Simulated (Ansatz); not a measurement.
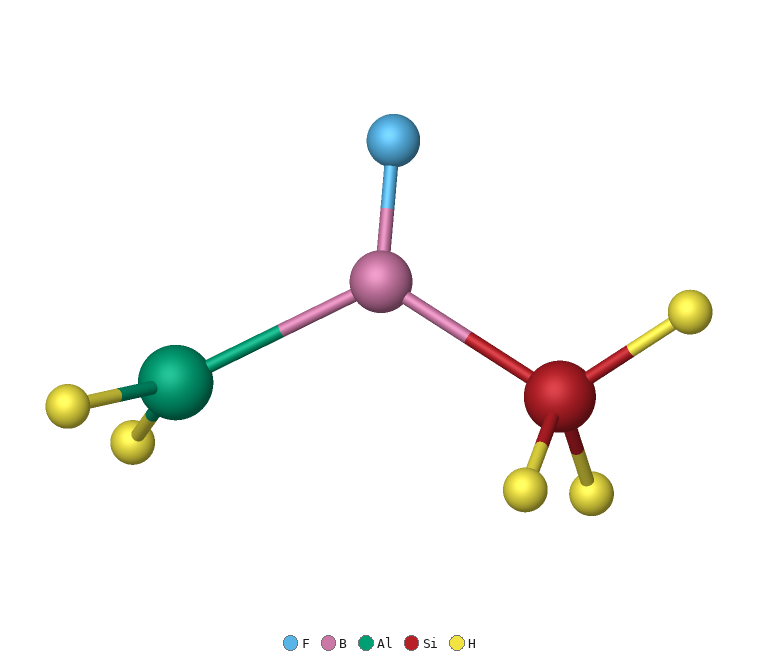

Harmonic vibrations computed with RKS PBE0-D4/def2-TZVP (Ansatz 0.2.0) at a stationary point of the same level.

### How many imaginary frequencies does it have?

A minimum: no imaginary frequency, and the lowest mode lies at 29 cm⁻¹.

### How many vibrational modes are there, and where do they lie?

21 modes: 29, 99, 104, 223, 227, 370, 381, 468, 578, 608, 729, 793, 886, 931, 934, 1254, 1897, 1905, 2193, 2196, 2214 cm⁻¹.
